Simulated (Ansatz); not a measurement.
# C (Diamond): levels at named points

Aim: the gap, band edges and levels at named points of C (Diamond).

Method: DFT PBE, scalar-relativistic, plane waves, PAW, unless a step's input says otherwise, in Ansatz 0.2.0.

That is the level of the relaxation; later steps name their own.

1 further run of the same task is left out (set aside as unsound or not needed).

## 1. The system as given

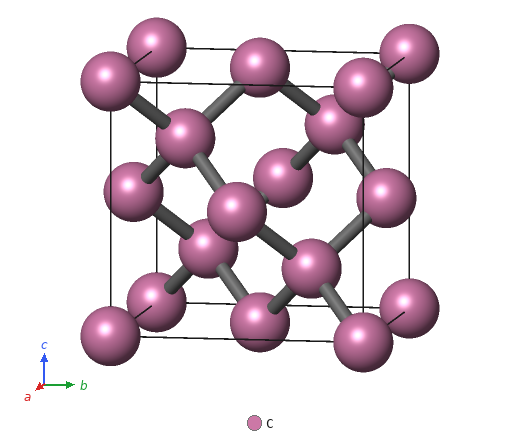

Start, viewed slightly off an axis; carbon pink. Atoms on the faces are drawn again on the opposite ones. The cell drawn here is the conventional one.

As a file:

```cif
data_structure
_symmetry_space_group_name_H-M 'Fd-3m:1'
_symmetry_Int_Tables_number 227
_cell_length_a 3.5715
_cell_length_b 3.5715
_cell_length_c 3.5715
_cell_angle_alpha 90.000
_cell_angle_beta 90.000
_cell_angle_gamma 90.000
_cell_volume 45.56
loop_
_atom_site_label
_atom_site_type_symbol
_atom_site_symmetry_multiplicity
_atom_site_Wyckoff_symbol
_atom_site_fract_x
_atom_site_fract_y
_atom_site_fract_z
_atom_site_occupancy
C1 C 8 b 0.00000 0.00000 0.50000 1
```

It is the result of an earlier relaxation at this level (volume 5.69 Å³/atom; gap on the mesh: 4.15 eV).

## 2. The run at PBE on the hybrid's mesh

The input, input.yaml:

```yaml
crystal:
  lattice:
    - [0.0, 1.7857368678, 1.7857368678]
    - [1.7857368678, 0.0, 1.7857368678]
    - [1.7857368678, 1.7857368678, 0.0]
  atoms:
    - { symbol: C, position: [0.0, 0.0, 0.0] }
    - { symbol: C, position: [0.25, 0.25, 0.25] }
basis:
  ecutwfc: 420
kpoints:
  mp_grid: { grid: [8, 8, 8] }
  band_path:
    path:
      - [0.0, 0.0, 0.0]
      - [0.5, 0.0, 0.5]
      - [0.625, 0.25, 0.625]
      - [0.375, 0.375, 0.75]
      - [0.5, 0.5, 0.5]
      - [0.5, 0.25, 0.75]
      - [0.0, 0.363281, 0.363281]
    npoints: 1
hamiltonian:
  xc: pbe
scf:
  occupations: { method: gaussian, width: 0.02 }
  n_extra_bands: 4
output:
  forces: true
  stress: true
  eigenvalues: true
```

Command:

```
$ ansatz run input.yaml --threads 1 --pin off --max-ram 2560MiB --backend cpu --events-out ev --progress --plain --runs-dir out
```

The program printed, shortened:

```text
Warning: RAYON_NUM_THREADS=1 ignored (pool sized by the plan → 1); use --threads N
scf.n_extra_bands = 4 over 4 filled bands (N_el = 8.0): the run solves 8 bands
[...]
Pseudopotentials: kind: paw
Pseudopotential: C, paw, valence charge 4, recommended cutoff 420 eV (normal), C.paw.azcp
Functional definition: PBE
[...]
Crystal: 2 atoms, lattice volume = 11.389 Å³
Basis set: ecut = 420 eV, 229 PW (Γ), exchange–correlation on 36×36×36 points (8 copies of the dense FFT grid, shifted against one another)
Bands: 8, of which v1, the nominal top of the filled ones, is band 4 counted from 1 (3 counted from 0)
Symmetry: 48 space group operations
Space group: Fd-3m (ITA 227), of the structure as read, at distance tolerance 2.2e-5 Å
k-points: 29 of 512
[...]
SCF iter   1: F=—  HF=-501.614902 eV  |F-HF|=—  |Δ(HF+E_count)|=         —  Δρ=1.79e-3  dr2=1.10e-4  ethr=1.77e-3  ⟨swp⟩=5.3  Hψ=1549  notcnv=0
[...]
SCF iter   6: F=-501.615035 eV  HF=-501.615035 eV  |F-HF|=6.82e-12  |Δ(HF+E_count)|=  4.14e-10  Δρ=2.77e-7  dr2=2.44e-12  ethr=2.26e-12  ⟨swp⟩=1.0  Hψ=679  notcnv=0
[...]
NSCF: frozen V_eff on 7 k-points
SCF converged after 6 iterations
Free energy (F): -501.615035 eV
[...]
E sigma→0 (E₀):  -501.615035 eV
Fermi energy:    15.310899 eV
[...]
--- Forces (eV/Å), atoms counted from 1 ---
  atom   1  C      0.00000000    -0.00000000     0.00000000
  atom   2  C      0.00000000     0.00000000    -0.00000000
[...]
--- Stress (GPa, compression-positive) ---
        0.060219       0.000000      -0.000000
        0.000000       0.060219      -0.000000
       -0.000000      -0.000000       0.060219
  P = ⅓ Tr σ = 0.0602 GPa (0.602 kbar)
--- Band table (eV; the first three rows and the last of 29) ---
  k-point 0: bands = ["-8.1806", "13.2454", "13.2454", "13.2454", "18.8281", "18.8281", "18.8281", "26.4327"]
[...]
```

Run time: 0.49 s. Hardware: 1 thread of Intel Xeon Platinum 8488C (Sapphire Rapids), shared host; peak memory 0.27 GiB.

Levels at named points, in eV from the top of the last band filled by count:

| point | band 2 | band 3 | band 4 | band 5 | band 6 | band 7 |
| --- | --- | --- | --- | --- | --- | --- |
| Γ | 0.00 | 0.00 | 0.00 | 5.58 | 5.58 | 5.58 |
| X | -12.74 | -6.28 | -6.28 | 4.76 | 4.76 | 16.74 |
| U | -11.71 | -9.28 | -5.35 | 5.67 | 10.71 | 14.31 |
| K | -11.71 | -9.28 | -5.35 | 5.67 | 10.71 | 14.31 |
| L | -13.34 | -2.80 | -2.80 | 8.45 | 8.45 | 8.78 |
| W | -11.96 | -8.29 | -8.29 | 10.60 | 10.60 | 12.25 |
| bottom* | -8.18 | -5.62 | -5.62 | 4.13 | 6.99 | 14.78 |

* Points where the relaxation's level has its edges, typed into the path; another level's edges can lie beside them.

## 3. The run at HSE06

Edit input.yaml of step 2 so:

```diff
@@ -23,9 +23,11 @@
 hamiltonian:
-  xc: pbe
+  xc: hse06
 scf:
-  occupations: { method: gaussian, width: 0.02 }
+  occupations: { method: fixed }
   n_extra_bands: 4
 output:
-  forces: true
-  stress: true
   eigenvalues: true
+  write_density: true
+  write_potential: true
+  elf: true
+  volumetric_format: npy
```

Command:

```
$ ansatz run input.yaml --threads 1 --pin off --max-ram 2560MiB --backend cpu --events-out ev --progress --plain --runs-dir out
```

The program printed:

```text
Warning: RAYON_NUM_THREADS=1 ignored (pool sized by the plan → 1); use --threads N
scf.n_extra_bands = 4 over 4 filled bands (N_el = 8.0): the run solves 8 bands
Engine: ansatz 0.2.0, x86_64-unknown-linux-gnu
Pseudopotentials: kind: paw
Pseudopotential: C, paw, valence charge 4, recommended cutoff 420 eV (normal), C.paw.azcp
Functional definition: HSE06
  parameter a = 0.25
  parameter omega = 0.11/bohr
  exchange = pbe_x - a*pbe_x_sr(omega) + a*exact_x_sr(omega)
  correlation = pbe_c
davidson cushion auto → on  (no smearing: the cushion is to keep the highest requested band from converging to the state above it; pin scf.eigensolver.cushion to override)
Crystal: 2 atoms, lattice volume = 11.389 Å³
Basis set: ecut = 420 eV, 229 PW (Γ)
Bands: 8, of which v1, the nominal top of the filled ones, is band 4 counted from 1 (3 counted from 0)
Symmetry: 48 space group operations
Space group: Fd-3m (ITA 227), of the structure as read, at distance tolerance 2.2e-5 Å
k-points: 29 of 512
Non-local potential: C, projectors of the file, l = 0: 2, l = 1: 2, l = 2: 1
PAW form: soft (Blöchl's): semilocal exchange-correlation on the pseudo side does not see the compensation charge
PAW frozen core: C, regenerated for the run's functional, and the local potential with it (the file was generated under x = pbe(κ = 0.804, μ = 0.2195149727645171), c = pbe(β = 0.06672455060314922))
PAW one-centre angular grid: C, 110 points (default); XC on 64 Gauss nodes
Initial density: superposition of atomic densities (neutral atoms: chi_scale 0, normalization atom), corrected by the library's trained network
Initial wavefunctions: pseudopotential atomic-orbital guess
Functional: x = pbe(κ = 0.804, μ = 0.2195149727645171), c = pbe(β = 0.06672455060314922), warm-up for x = pbe(κ = 0.804, μ = 0.2195149727645171) + 0.25 (exact − pbe) at short range (hse, ω = 0.20786987370883472 Å⁻¹), c = pbe(β = 0.06672455060314922); HSE06 as pw.x's `hse` composes it (authors' and Libxc's form: `xc: wpbeh`)
SCF iter   1: F=—  HF=-501.614878 eV  |F-HF|=—  |Δ(HF+E_count)|=         —  Δρ=1.72e-3  dr2=9.83e-5  ethr=1.77e-3  ⟨swp⟩=2.0  Hψ=1649  notcnv=0
preconditioner: auto → none  [insulator: Δε(μ)=4.138 eV  Ē_g=19.576 eV  n_scr=0 (ndim 8)  ℏωp=31.1 eV  f_vac=0.000]
SCF iter   2: F=-501.615059 eV  HF=-501.615009 eV  |F-HF|=5.06e-5  |Δ(HF+E_count)|=   1.30e-4  Δρ=8.18e-4  dr2=1.61e-5  ethr=1.23e-6  ⟨swp⟩=2.9  Hψ=665  notcnv=0
SCF 1 stopped early in 2 iterations: F = -501.615059 eV  dr2 = 1.61e-5
Initial density: handed on by an earlier stage of this run
Initial wavefunctions: those handed on with the density
Functional: x = pbe(κ = 0.804, μ = 0.2195149727645171) + 0.25 (exact − pbe) at short range (hse, ω = 0.20786987370883472 Å⁻¹), c = pbe(β = 0.06672455060314922); HSE06 as pw.x's `hse` composes it (authors' and Libxc's form: `xc: wpbeh`)
Exchange kernel: α = 0.2500, screened, ω = 0.2079 Å⁻¹, Wigner–Seitz truncation, v(0) = 1044.3339 eV·Å³, q-mesh 8×8×8, nearest image of the exchange supercell L = 20.20 Å, pair-density grid 12×12×12, without the augmentation charges, whose exchange is taken in its separable form by FFT convolution over the k-point mesh (sized by the pseudopotential files, 15×15×15 at the most), smooth part of the exact exchange by density-matrix convolution
Frozen-core exchange: fock
SCF iter   1: F=—  HF=-501.759865 eV  |F-HF|=—  |Δ(HF+E_count)|=         —  Δρ=1.00e-2  dr2=4.71e-3  ethr=2.01e-6  ⟨swp⟩=5.1  Hψ=1169  notcnv=0
preconditioner: auto → none  [insulator: Δε(μ)=5.216 eV  Ē_g=22.140 eV  n_scr=0 (ndim 8)  ℏωp=31.1 eV  f_vac=0.000]
SCF iter   2: F=—  HF=-501.758030 eV  |F-HF|=—  |Δ(HF+E_count)|=   1.84e-3  Δρ=4.24e-3  dr2=7.58e-4  ethr=2.01e-6  ⟨swp⟩=3.0  Hψ=812  notcnv=0
SCF iter   3: F=—  HF=-501.759572 eV  |F-HF|=—  |Δ(HF+E_count)|=   1.54e-3  Δρ=8.98e-4  dr2=2.73e-5  ethr=2.01e-6  ⟨swp⟩=3.0  Hψ=776  notcnv=0
iter 4 solved again at ethr=1.01e-8 eV; its pass at ethr=3.17e-7 eV (dr2=8.07e-7 eV) is discarded
SCF iter   4: F=—  HF=-501.759562 eV  |F-HF|=—  |Δ(HF+E_count)|=   9.99e-6  Δρ=1.52e-4  dr2=2.14e-6  ethr=1.01e-8  ⟨swp⟩=2.0  Hψ=1160  notcnv=0
SCF iter   5: F=-501.759575 eV  HF=-501.759575 eV  |F-HF|=2.07e-7  |Δ(HF+E_count)|=   1.32e-5  Δρ=7.33e-5  dr2=3.87e-7  ethr=9.89e-9  ⟨swp⟩=3.1  Hψ=785  notcnv=0
SCF 2 stopped early in 5 iterations: F = -501.759575 eV  dr2 = 3.87e-7
hybrid outer 1: dexx = +2.018e-3 eV, tail = 9.60e-6 eV
Exchange kernel: α = 0.2500, screened, ω = 0.2079 Å⁻¹, Wigner–Seitz truncation, v(0) = 1044.3339 eV·Å³, q-mesh 8×8×8, nearest image of the exchange supercell L = 20.20 Å, pair-density grid 12×12×12, without the augmentation charges, whose exchange is taken in its separable form by FFT convolution over the k-point mesh (sized by the pseudopotential files, 15×15×15 at the most), smooth part of the exact exchange by density-matrix convolution
Frozen-core exchange: fock
SCF iter   1: F=—  HF=-501.759616 eV  |F-HF|=—  |Δ(HF+E_count)|=         —  Δρ=7.68e-5  dr2=3.40e-7  ethr=6.00e-7  ⟨swp⟩=2.8  Hψ=631  notcnv=0
preconditioner: auto → none  [insulator: Δε(μ)=5.277 eV  Ē_g=22.145 eV  n_scr=0 (ndim 8)  ℏωp=31.1 eV  f_vac=0.000]
iter 2 solved again at ethr=5.22e-11 eV; its pass at ethr=3.48e-9 eV (dr2=4.18e-9 eV) is discarded
SCF iter   2: F=-501.759616 eV  HF=-501.759616 eV  |F-HF|=4.63e-9  |Δ(HF+E_count)|=   7.86e-8  Δρ=1.57e-5  dr2=1.29e-8  ethr=5.22e-11  ⟨swp⟩=2.2  Hψ=1347  notcnv=0
SCF 3 converged in 2 iterations: F = -501.759616 eV  dr2 = 1.29e-8
hybrid outer 2: dexx = +1.409e-7 eV, tail = 3.14e-8 eV, Δε = 2.91e-3 eV (about 1.69e-4 eV left of the loop's levels)
NSCF: frozen V_eff on 7 k-points
hybrid SCF converged: 2 outer / 7 inner (+2 warm-up), last move |dexx| = 1.41e-7 eV, tail = 3.14e-8 eV
Stability not checked: this state was not tested for a lower state beside it, because the functional holds exact exchange (a hybrid, or Hartree-Fock), whose exchange loop this test does not read (fock_operator; see scf.lower_state_search)
Free energy (F): -501.759616 eV
Frozen-core exchange: fock
Harris-Foulkes:  -501.759616 eV  (|F-HF|=4.63e-9)
Internal energy: -501.759616 eV  (E = F + TS)
E sigma→0 (E₀):  -501.759616 eV
Fermi energy:    12.626267 eV
--- Per-component energies (eV) ---
  E_band       = 22.465012
  E_kinetic    = 183.730689
  E_local      = -120.924584  (includes V_loc(G=0)·N_el)
  E_nonlocal   = 52.176893
  E_hartree    = 26.510856
  E_xc         = -78.861170
  E_vxc        = -96.893778  (∫ρ·V_xc dr)
  E_exx        = -18.275274  (= α·E_x^exact, valence–valence)
  E_paw        = -198.582443  (= ΣΔE_a)
  E_vpaw       = -12.094982  (= ΣTr[D̂ρ^β])
  E_aug_tail   = 0.000018  (compensation charges beyond the density's cutoff)
  E_ewald      = -347.500165
  E_core_change = -0.034436  (= ΣΔE_core)
  E_smearing   = -0.000000  (= −TS)
  E_closure    = -0.000000  (closes the sum)
  Σ components = -501.759616   (vs F -501.759616, Δ=0.00e0)
--- Band table (eV; the first three rows and the last of 29) ---
  k-point 0: bands = ["-10.8475", "12.6263", "12.6263", "12.6263", "19.5912", "19.5912", "19.5912", "27.7490"]
  k-point 1: bands = ["-10.3814", "10.0261", "11.9338", "11.9338", "20.5069", "20.5069", "20.9011", "28.1601"]
  k-point 2: bands = ["-8.9970", "5.4332", "10.7399", "10.7399", "21.9537", "21.9537", "22.2014", "29.1847"]
  k-point 28: bands = ["-0.5865", "-0.5865", "3.6261", "3.6261", "24.7656", "24.7656", "26.8103", "26.8103"]
```

It took 13 s on 1 thread of Intel Xeon Platinum 8488C (Sapphire Rapids), shared host; peak memory 0.57 GiB.

Levels at named points, in eV from the top of the last band filled by count:

| point | band 2 | band 3 | band 4 | band 5 | band 6 | band 7 |
| --- | --- | --- | --- | --- | --- | --- |
| Γ | 0.00 | 0.00 | 0.00 | 6.96 | 6.96 | 6.96 |
| X | -14.04 | -6.85 | -6.85 | 5.91 | 5.91 | 19.15 |
| U | -12.91 | -10.08 | -5.84 | 6.89 | 12.34 | 16.48 |
| K | -12.91 | -10.08 | -5.84 | 6.89 | 12.34 | 16.48 |
| L | -14.57 | -3.06 | -3.06 | 10.01 | 10.01 | 10.27 |
| W | -13.21 | -9.00 | -9.00 | 12.14 | 12.14 | 14.18 |
| bottom* | -9.05 | -6.12 | -6.12 | 5.28 | 8.24 | 16.97 |

* Points where the relaxation's level has its edges, typed into the path; another level's edges can lie beside them.

## 4. The ladder

| level | k mesh | gap (eV) | least direct gap (eV) | top at | bottom at | CPU time (s) |
| --- | --- | --- | --- | --- | --- | --- |
| PBE on the hybrid's mesh | 8×8×8 | 4.13 | 5.58 | Γ | (0.00, 0.36, 0.36) | 0.42 |
| HSE06 | 8×8×8 | 5.28 | 6.96 | Γ | (0.00, 0.36, 0.36) | 13 |

Gaps are by band count over the mesh and the named points; a gap of 0 means that the bands overlap or touch.

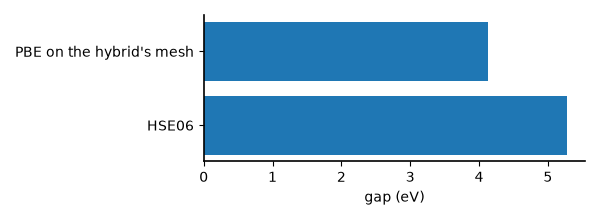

The gap at each level.

## 5. Summary of results

| quantity | value |
| --- | --- |
| gap, HSE06 | 5.28 eV, indirect |

**Reading.** At HSE06 the gap is 5.28 eV, from Γ to (0.00, 0.36, 0.36).
